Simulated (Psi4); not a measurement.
## CH$_{6}$B (charge −1): excited-state calculation

System: CH$_{6}$B, charge −1.
Method: TDHF/2ZaPa-NR, UHF (Psi4 1.11).

The geometry comes from this level: GFN2-xTB.

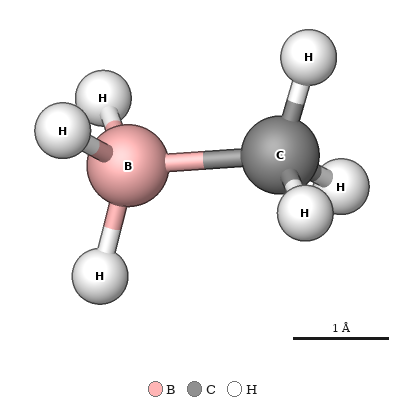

The structure as given in the input (ball-and-stick view, seen at a tilt). Bond lengths as drawn: B–C 1.65 Å, B–H 1.23 Å and C–H 1.10 Å.

**The input (job.inp)**
```
memory 1600 MB

molecule mol {
  -1 1
  B     -0.002120     0.003030    -0.820260
  C      0.002160    -0.002850     0.828840
  H     -1.010180     0.041900     1.245300
  H      0.550190     0.849940     1.244930
  H      0.469650    -0.905360     1.238890
  H      1.151450    -0.035240    -1.249110
  H     -0.546150     1.024230    -1.240270
  H     -0.615010    -0.975650    -1.248310
  units angstrom
  symmetry c1
}

set {
  basis 2ZaPa-NR
  reference uhf
  scf_type cd
  tdscf_states 6
  tdscf_tda false
}

E, wfn = energy('td-scf', return_wfn=True)
```

Launched with:
```bash
psi4 -n 1 job.inp job.out
```

**What the program printed**
```
Psi4 1.11 release

   => Loading Basis Set <=

    Name: 2ZAPA-NR
    Role: ORBITAL
    Keyword: BASIS

         ---------------------------------------------------------
                                   SCF
                              UHF Reference
                        1 Threads,   1525 MiB Core
         ---------------------------------------------------------

  ==> Geometry <==

    Molecular point group: c1
    Full point group: C1

    Geometry (in Angstrom), charge = -1, multiplicity = 1:

       Center              X                  Y                   Z               Mass
    ------------   -----------------  -----------------  -----------------  -----------------
         B           -0.002207068390     0.003065214905    -0.851473592654    11.009305360000
         C            0.002072931610    -0.002814785095     0.797626407346    12.000000000000
         H           -1.010267068390     0.041935214905     1.214086407346     1.007825032230
         H            0.550102931610     0.849975214905     1.213716407346     1.007825032230
         H            0.469562931610    -0.905324785095     1.207676407346     1.007825032230
         H            1.151362931610    -0.035204785095    -1.280323592654     1.007825032230
         H           -0.546237068390     1.024265214905    -1.271483592654     1.007825032230
         H           -0.615097068390    -0.975614785095    -1.279523592654     1.007825032230

  Running in c1 symmetry.

  Rotational constants: A =      2.35854  B =      0.59022  C =      0.59021 [cm^-1]
  Rotational constants: A =  70707.14800  B =  17694.29943  C =  17694.00695 [MHz]
  Nuclear repulsion =   35.575081270040862

  Charge       = -1
  Multiplicity = 1
  Electrons    = 18
  Nalpha       = 9
  Nbeta        = 9

  ==> Algorithm <==

  SCF Algorithm Type is CD.
  DIIS enabled.
  MOM disabled.
  Fractional occupation disabled.
  Guess Type is SAD.
  Energy threshold   = 1.00e-06
  Density threshold  = 1.00e-06
  Integral threshold = 1.00e-12

  ==> Primary Basis <==

  Basis Set: 2ZAPA-NR
    Blend: 2ZAPA-NR
    Number of shells: 40
    Number of basis functions: 72
    Number of Cartesian functions: 74
    Spherical Harmonics?: true
    Max angular momentum: 2

  ==> Integral Setup <==

  ==> CDJK: Cholesky-decomposed J/K Matrices <==

    J tasked:                     Yes
    K tasked:                     Yes
    wK tasked:                     No
    Integrals threads:              1
    Memory [MiB]:                1144
    Algorithm:                   Core
    Integral Cache:              NONE
    Schwarz Cutoff:             1E-12
    Cholesky tolerance:      1.00E-04
    No. Cholesky vectors:         283

  Minimum eigenvalue in the overlap matrix is 4.3168790979E-04.
  Reciprocal condition number of the overlap matrix is 3.7117151429E-05.
    Using symmetric orthogonalization.

  ==> Pre-Iterations <==

  SCF Guess: Superposition of Atomic Densities via on-the-fly atomic UHF (no occupation information).

   -------------------------
    Irrep   Nso     Nmo
   -------------------------
     A         72      72
   -------------------------
    Total      72      72
   -------------------------

  ==> Iterations <==

                        Total Energy        Delta E     RMS |[F,P]|

   @UHF iter SAD:   -65.17047213854350   -6.51705e+01   0.00000e+00
   @UHF iter   1:   -65.82152708247624   -6.51055e-01   7.47116e-03 DIIS/ADIIS
   @UHF iter   2:   -65.97387913616745   -1.52352e-01   3.69051e-03 DIIS/ADIIS
   @UHF iter   3:   -66.01679486892958   -4.29157e-02   4.65539e-04 DIIS/ADIIS
   @UHF iter   4:   -66.01825596314038   -1.46109e-03   1.25902e-04 DIIS/ADIIS
   @UHF iter   5:   -66.01835205713984   -9.60940e-05   2.61012e-05 DIIS
   @UHF iter   6:   -66.01835857683248   -6.51969e-06   4.73911e-06 DIIS
   @UHF iter   7:   -66.01835878875286   -2.11920e-07   7.33524e-07 DIIS
  Energy and wave function converged.

  ==> Post-Iterations <==

   @Spin Contamination Metric:  -3.019806627E-14
   @S^2 Expected:                0.000000000E+00
   @S^2 Observed:               -3.019806627E-14
   @S   Expected:                0.000000000E+00
   @S   Observed:                0.000000000E+00

    Orbital Energies [Eh]
    ---------------------

    Alpha Occupied:

       1A    -10.986870     2A     -7.299876     3A     -0.716485
       4A     -0.437656     5A     -0.334188     6A     -0.334052
       7A     -0.196230     8A     -0.181825     9A     -0.181730

    Alpha Virtual:

      10A      0.157494    11A      0.170282    12A      0.170342
      13A      0.171301    14A      0.197970    15A      0.198009
      16A      0.204541    17A      0.276127    18A      0.276139
      19A      0.322940    20A      0.340220    21A      0.340234
      22A      0.348683    23A      0.371362    24A      0.508502
      25A      0.508561    26A      0.532282    27A      0.532333
      28A      0.542802    29A      0.644868    30A      0.676019
      31A      0.791670    32A      0.791681    33A      0.887381
      34A      1.041565    35A      1.041607    36A      1.105515
      37A      1.168872    38A      1.168925    39A      1.219562
      40A      1.219627    41A      1.245820    42A      1.298299
      43A      1.298396    44A      1.352647    45A      1.403418
      46A      1.651340    47A      1.661627    48A      1.661917
      49A      1.913445    50A      1.941845    51A      1.941904
      52A      2.023695    53A      2.046761    54A      2.242982
      55A      2.243220    56A      2.308749    57A      2.308967
      58A      2.325186    59A      2.366748    60A      2.367094
      61A      2.480247    62A      2.717256    63A      2.760010
      64A      2.760059    65A      2.852322    66A      2.852643
      67A      3.027837    68A      3.028127    69A      3.029548
      70A      3.225854    71A      3.319881    72A      3.320164

    Beta Occupied:

       1A    -10.986870     2A     -7.299876     3A     -0.716485
       4A     -0.437656     5A     -0.334188     6A     -0.334052
       7A     -0.196230     8A     -0.181825     9A     -0.181730

    Beta Virtual:

      10A      0.157494    11A      0.170282    12A      0.170342
      13A      0.171301    14A      0.197970    15A      0.198009
      16A      0.204541    17A      0.276127    18A      0.276139
      19A      0.322940    20A      0.340220    21A      0.340234
      22A      0.348683    23A      0.371362    24A      0.508502
      25A      0.508561    26A      0.532282    27A      0.532333
      28A      0.542802    29A      0.644868    30A      0.676019
      31A      0.791670    32A      0.791681    33A      0.887381
      34A      1.041565    35A      1.041607    36A      1.105515
      37A      1.168872    38A      1.168925    39A      1.219562
      40A      1.219627    41A      1.245820    42A      1.298299
      43A      1.298396    44A      1.352647    45A      1.403418
      46A      1.651340    47A      1.661627    48A      1.661917
      49A      1.913445    50A      1.941845    51A      1.941904
      52A      2.023695    53A      2.046761    54A      2.242982
      55A      2.243220    56A      2.308749    57A      2.308967
      58A      2.325186    59A      2.366748    60A      2.367094
      61A      2.480247    62A      2.717256    63A      2.760010
      64A      2.760059    65A      2.852322    66A      2.852643
      67A      3.027837    68A      3.028127    69A      3.029548
      70A      3.225854    71A      3.319881    72A      3.320164

    Final Occupation by Irrep:
              A
    DOCC [     9 ]
    SOCC [     0 ]
    NA   [     9 ]
    NB   [     9 ]

  @UHF Final Energy:   -66.01835878875286

   => Energetics <=

    Nuclear Repulsion Energy =             35.5750812700408616
    One-Electron Energy =                -161.8491236104086397
    Two-Electron Energy =                  60.2556835516149079
    Total Energy =                        -66.0183587887528631

  UHF NO Occupations:
  HONO-2 :    7  A 2.0000000
  HONO-1 :    8  A 2.0000000
  HONO-0 :    9  A 2.0000000
  LUNO+0 :   10  A 0.0000000
  LUNO+1 :   11  A 0.0000000
  LUNO+2 :   12  A 0.0000000
  LUNO+3 :   13  A 0.0000000

Computation Completed

Properties will be evaluated at   0.000000,   0.000000,   0.000000 [a0]

Properties computed using the SCF density matrix

 Multipole Moments:

 ------------------------------------------------------------------------------------
     Multipole            Electronic (a.u.)      Nuclear  (a.u.)        Total (a.u.)
 ------------------------------------------------------------------------------------

 L = 1.  Multiply by 2.5417464519 to convert [e a0] to [Debye]
 Dipole X            :          0.0016858            0.0015682            0.0032540
 Dipole Y            :         -0.0014379           -0.0028938           -0.0043317
 Dipole Z            :          0.7647263            0.6284075            1.3931338
 Magnitude           :                                                    1.3931444

 ------------------------------------------------------------------------------------

	total time  =          3 seconds =       0.05 minutes

******************************************************************************************
**********                               WARNING                                **********
**********       The names of excited state variables changed between 1.5       **********
**********     and 1.6. For a quick solution, remove the symmetry specifier     **********
**********   from the variable name. For full details, see 'Notes on Psivars'   **********
**********                        in the documentation.                         **********
******************************************************************************************

         ---------------------------------------------------------
                         TDSCF excitation energies
         ---------------------------------------------------------

  ==> Options <==

     Residual threshold  : 1.0000e-04
     Initial guess       : denominators
     Reference           : UHF
     Solver type         : RPA (Hamiltonian)

  ==> Requested Excitations <==

      6 singlet states with A symmetry

  ==> Seeking the lowest 6 singlet states with A symmetry

                        Generalized Hamiltonian Solver

  ==> Options <==

    Max number of iterations        = 60
    Eigenvector tolerance           = 1.0000e-04
    Max number of expansion vectors = 1200

  => Iterations <=
                              Max[D[value]]     Max[|R|]   # vectors
  HamiltonianSolver iter   1:   2.30350e-01  8.67591e-02     24
  HamiltonianSolver iter   2:   1.64885e-02  6.11542e-02     36
  HamiltonianSolver iter   3:   3.26291e-03  3.18298e-02     48
  HamiltonianSolver iter   4:   1.32139e-03  3.03978e-02     60
  HamiltonianSolver iter   5:   2.15396e-03  9.80850e-02     72
  HamiltonianSolver iter   6:   4.23328e-03  3.50125e-02     84
  HamiltonianSolver iter   7:   3.86513e-04  1.45504e-02     96
  HamiltonianSolver iter   8:   5.10886e-05  6.02500e-03    108
  HamiltonianSolver iter   9:   7.84725e-06  2.00759e-03    116
  HamiltonianSolver iter  10:   6.93261e-07  5.95619e-04    124
  HamiltonianSolver iter  11:   5.94151e-08  1.79565e-04    128
  HamiltonianSolver iter  12:   3.93474e-09  5.00538e-05    130      Converged

******************************************************************************************
**********                               WARNING                                **********
**********  Length-gauge rotatory strengths are **NOT** gauge-origin invariant  **********
******************************************************************************************

                                    Excitation Energy         Total Energy        Oscillator Strength             Rotatory Strength
     #   Sym: GS->ES (Trans)        au              eV              au          au (length)    au (velocity)    au (length)    au (velocity)
    ---- -------------------- --------------- --------------- --------------- --------------- --------------- --------------- ---------------
     1        A->A (1 A)       0.19933         5.42413        -65.81903        0.0000          0.0000         -0.0000          0.0000
     2        A->A (1 A)       0.19942         5.42643        -65.81894        0.0000          0.0000          0.0000         -0.0000
     3        A->A (1 A)       0.21090         5.73882        -65.80746        0.0483          0.0425          0.0005          0.0005
     4        A->A (1 A)       0.21098         5.74094        -65.80738        0.0482          0.0424          0.0004          0.0003
     5        A->A (1 A)       0.21129         5.74945        -65.80707        0.0000          0.0000          0.0000         -0.0000
     6        A->A (1 A)       0.22000         5.98651        -65.79836        0.0000          0.0000          0.0000         -0.0000

Contributing excitations and de-excitations
Only contributions with abs(coeff) > 1.00e-01 will be printed:

Excited State    1 (1 A):   0.19933 au   228.58 nm f = 0.0000
Alpha orbitals:
  Sums of squares: Xssq =  5.015866e-01; Yssq =  1.586612e-03; Xssq - Yssq =  5.000000e-01
      8a (a) ->  11a (a)    0.116278 ( 1.352%)
      8a (a) ->  17a (a)   -0.127234 ( 1.619%)
      9a (a) ->  10a (a)    0.551967 (30.467%)
      9a (a) ->  12a (a)   -0.117301 ( 1.376%)
      9a (a) ->  13a (a)    0.100775 ( 1.016%)
      9a (a) ->  16a (a)    0.178744 ( 3.195%)
      9a (a) ->  18a (a)   -0.127205 ( 1.618%)
      9a (a) ->  19a (a)    0.133257 ( 1.776%)
      9a (a) ->  22a (a)    0.165333 ( 2.734%)
Beta orbitals:
  Sums of squares: Xssq =  5.015866e-01; Yssq =  1.586612e-03; Xssq - Yssq =  5.000000e-01
      8a (b) ->  11a (b)   -0.116278 ( 1.352%)
      8a (b) ->  17a (b)    0.127234 ( 1.619%)
      9a (b) ->  10a (b)   -0.551967 (30.467%)
      9a (b) ->  12a (b)    0.117301 ( 1.376%)
      9a (b) ->  13a (b)   -0.100775 ( 1.016%)
      9a (b) ->  16a (b)   -0.178744 ( 3.195%)
      9a (b) ->  18a (b)    0.127205 ( 1.618%)
      9a (b) ->  19a (b)   -0.133257 ( 1.776%)
      9a (b) ->  22a (b)   -0.165333 ( 2.734%)

Excited State    2 (1 A):   0.19942 au   228.48 nm f = 0.0000
Alpha orbitals:
  Sums of squares: Xssq =  5.015845e-01; Yssq =  1.584487e-03; Xssq - Yssq =  5.000000e-01
      8a (a) ->  10a (a)    0.551811 (30.450%)
      8a (a) ->  12a (a)    0.115244 ( 1.328%)
      8a (a) ->  13a (a)    0.104709 ( 1.096%)
      8a (a) ->  16a (a)    0.178641 ( 3.191%)
      8a (a) ->  18a (a)    0.127166 ( 1.617%)
      8a (a) ->  19a (a)    0.133084 ( 1.771%)
      8a (a) ->  22a (a)    0.165268 ( 2.731%)
      9a (a) ->  11a (a)    0.117519 ( 1.381%)
      9a (a) ->  17a (a)   -0.127974 ( 1.638%)
Beta orbitals:
  Sums of squares: Xssq =  5.015845e-01; Yssq =  1.584487e-03; Xssq - Yssq =  5.000000e-01
      8a (b) ->  10a (b)   -0.551811 (30.450%)
      8a (b) ->  12a (b)   -0.115244 ( 1.328%)
      8a (b) ->  13a (b)   -0.104709 ( 1.096%)
      8a (b) ->  16a (b)   -0.178641 ( 3.191%)
      8a (b) ->  18a (b)   -0.127166 ( 1.617%)
      8a (b) ->  19a (b)   -0.133084 ( 1.771%)
      8a (b) ->  22a (b)   -0.165268 ( 2.731%)
      9a (b) ->  11a (b)   -0.117519 ( 1.381%)
      9a (b) ->  17a (b)    0.127974 ( 1.638%)

Excited State    3 (1 A):   0.21090 au   216.04 nm f = 0.0483
Alpha orbitals:
  Sums of squares: Xssq =  5.001044e-01; Yssq =  1.043859e-04; Xssq - Yssq =  5.000000e-01
      8a (a) ->  11a (a)   -0.110179 ( 1.214%)
      9a (a) ->  10a (a)   -0.620020 (38.442%)
      9a (a) ->  11a (a)    0.101007 ( 1.020%)
      9a (a) ->  12a (a)    0.110860 ( 1.229%)
      9a (a) ->  16a (a)   -0.141202 ( 1.994%)
      9a (a) ->  22a (a)   -0.107133 ( 1.148%)
Beta orbitals:
  Sums of squares: Xssq =  5.001044e-01; Yssq =  1.043859e-04; Xssq - Yssq =  5.000000e-01
      8a (b) ->  11a (b)   -0.110179 ( 1.214%)
      9a (b) ->  10a (b)   -0.620020 (38.442%)
      9a (b) ->  11a (b)    0.101007 ( 1.020%)
      9a (b) ->  12a (b)    0.110860 ( 1.229%)
      9a (b) ->  16a (b)   -0.141202 ( 1.994%)
      9a (b) ->  22a (b)   -0.107133 ( 1.148%)

Excited State    4 (1 A):   0.21098 au   215.97 nm f = 0.0482
Alpha orbitals:
  Sums of squares: Xssq =  5.001044e-01; Yssq =  1.044248e-04; Xssq - Yssq =  5.000000e-01
      8a (a) ->  10a (a)    0.619717 (38.405%)
      8a (a) ->  12a (a)    0.109790 ( 1.205%)
      8a (a) ->  16a (a)    0.141200 ( 1.994%)
      8a (a) ->  22a (a)    0.107023 ( 1.145%)
      9a (a) ->  11a (a)    0.111197 ( 1.236%)
      9a (a) ->  12a (a)   -0.100596 ( 1.012%)
Beta orbitals:
  Sums of squares: Xssq =  5.001044e-01; Yssq =  1.044248e-04; Xssq - Yssq =  5.000000e-01
      8a (b) ->  10a (b)    0.619717 (38.405%)
      8a (b) ->  12a (b)    0.109790 ( 1.205%)
      8a (b) ->  16a (b)    0.141200 ( 1.994%)
      8a (b) ->  22a (b)    0.107023 ( 1.145%)
      9a (b) ->  11a (b)    0.111197 ( 1.236%)
      9a (b) ->  12a (b)   -0.100596 ( 1.012%)

Excited State    5 (1 A):   0.21129 au   215.65 nm f = 0.0000
Alpha orbitals:
  Sums of squares: Xssq =  5.018815e-01; Yssq =  1.881542e-03; Xssq - Yssq =  5.000000e-01
      7a (a) ->  10a (a)   -0.441733 (19.513%)
      7a (a) ->  13a (a)    0.163688 ( 2.679%)
      7a (a) ->  19a (a)   -0.102192 ( 1.044%)
      7a (a) ->  23a (a)   -0.107557 ( 1.157%)
      8a (a) ->  12a (a)   -0.263917 ( 6.965%)
      8a (a) ->  17a (a)   -0.124591 ( 1.552%)
      8a (a) ->  18a (a)   -0.155351 ( 2.413%)
      9a (a) ->  11a (a)    0.265588 ( 7.054%)
      9a (a) ->  17a (a)   -0.155433 ( 2.416%)
      9a (a) ->  18a (a)    0.125045 ( 1.564%)
Beta orbitals:
  Sums of squares: Xssq =  5.018815e-01; Yssq =  1.881542e-03; Xssq - Yssq =  5.000000e-01
      7a (b) ->  10a (b)    0.441733 (19.513%)
      7a (b) ->  13a (b)   -0.163688 ( 2.679%)
      7a (b) ->  19a (b)    0.102192 ( 1.044%)
      7a (b) ->  23a (b)    0.107557 ( 1.157%)
      8a (b) ->  12a (b)    0.263917 ( 6.965%)
      8a (b) ->  17a (b)    0.124591 ( 1.552%)
      8a (b) ->  18a (b)    0.155351 ( 2.413%)
      9a (b) ->  11a (b)   -0.265588 ( 7.054%)
      9a (b) ->  17a (b)    0.155433 ( 2.416%)
      9a (b) ->  18a (b)   -0.125045 ( 1.564%)

Excited State    6 (1 A):   0.22000 au   207.11 nm f = 0.0000
Alpha orbitals:
  Sums of squares: Xssq =  5.013130e-01; Yssq =  1.313043e-03; Xssq - Yssq =  5.000000e-01
      7a (a) ->  10a (a)   -0.292664 ( 8.565%)
      7a (a) ->  13a (a)    0.421177 (17.739%)
      7a (a) ->  23a (a)   -0.141973 ( 2.016%)
      8a (a) ->  12a (a)    0.263293 ( 6.932%)
      8a (a) ->  18a (a)    0.118429 ( 1.403%)
      9a (a) ->  11a (a)   -0.264912 ( 7.018%)
      9a (a) ->  17a (a)    0.118505 ( 1.404%)
Beta orbitals:
  Sums of squares: Xssq =  5.013130e-01; Yssq =  1.313043e-03; Xssq - Yssq =  5.000000e-01
      7a (b) ->  10a (b)    0.292664 ( 8.565%)
      7a (b) ->  13a (b)   -0.421177 (17.739%)
      7a (b) ->  23a (b)    0.141973 ( 2.016%)
      8a (b) ->  12a (b)   -0.263293 ( 6.932%)
      8a (b) ->  18a (b)   -0.118429 ( 1.403%)
      9a (b) ->  11a (b)    0.264912 ( 7.018%)
      9a (b) ->  17a (b)   -0.118505 ( 1.404%)

******************************************************************************************
**********                               WARNING                                **********
**********       The names of excited state variables changed between 1.5       **********
**********     and 1.6. For a quick solution, remove the symmetry specifier     **********
**********   from the variable name. For full details, see 'Notes on Psivars'   **********
**********                        in the documentation.                         **********
******************************************************************************************

    Psi4 run time: 0:00:07.59
```

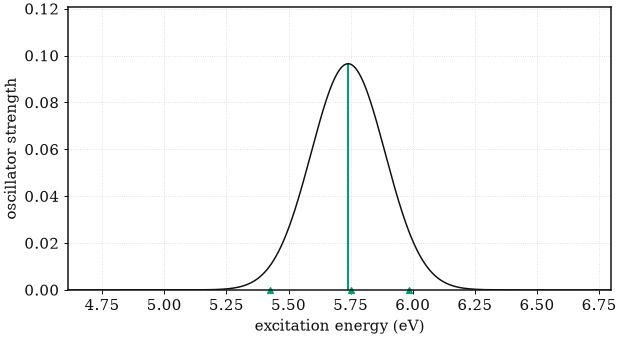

Computed excitations as sticks (degenerate states added up, dark ones marked on the axis), with a Gaussian envelope of 0.35 eV full width at half maximum, scaled to the tallest. Of the 6 states the lowest lies at 5.43 eV (f = 0.000); the strongest line is at 5.74 eV, or 216 nm (f = 0.097, summed over 2 states that lie within 0.004 eV).

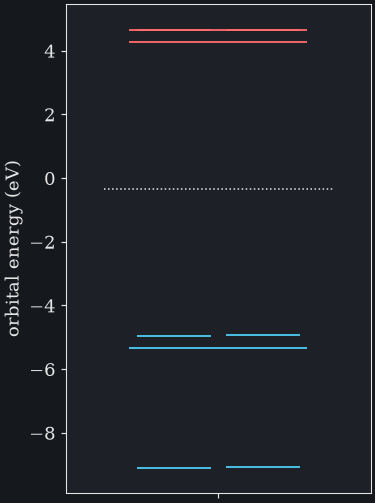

Orbital energies near the frontier; the dotted line parts filled from empty levels, and levels within 0.02 eV of each other stand side by side. Highest filled −4.95 eV, lowest empty 4.29 eV, 9.24 eV apart.

**Summary**

- outcome: converged
- total energy: −66.018359 hartree
- basis functions: 72
- HOMO: −4.95 eV
- LUMO: 4.29 eV
- lowest excitation: 5.42 eV
- hardware: 1 thread of Intel Xeon @ 2.50GHz (Skylake/Cascade Lake), 12 GiB of memory available, shared host
- wall time: 10 s
- peak memory: 0.23 GiB
